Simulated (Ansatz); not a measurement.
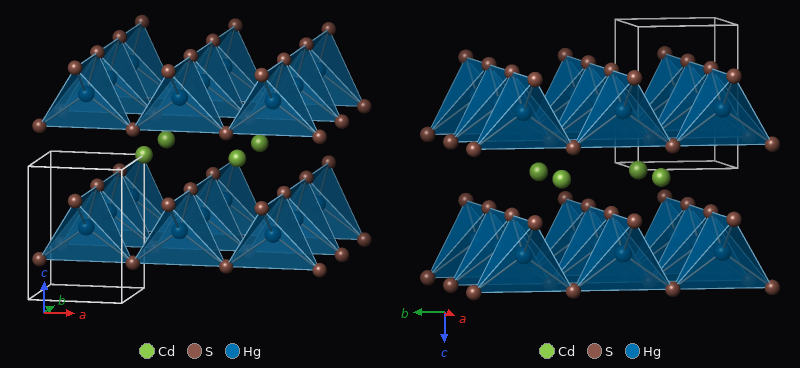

Polyhedra are drawn about Hg (bonds: Hg–S below 2.9 Å); other atoms are plain spheres. Two views of the same piece.

CdHgS2 (space group P-4m2, No. 115): the input geometry of an electronic-structure calculation (not necessarily at equilibrium); the starting structure was generated, so it need not be a known form of this composition.

Question: What figure surrounds each Hg atom, and what does it share with the other drawn polyhedra?

Answer: Hg: HgS4 tetrahedron, sharing corners with four neighbours.

Question: What is the connectivity of the polyhedra: isolated, groups, chains, layers or framework?

Answer: They form layers of corner-sharing tetrahedra parallel to (001). Their corner atoms also have Cd as close neighbours (those links are not drawn).
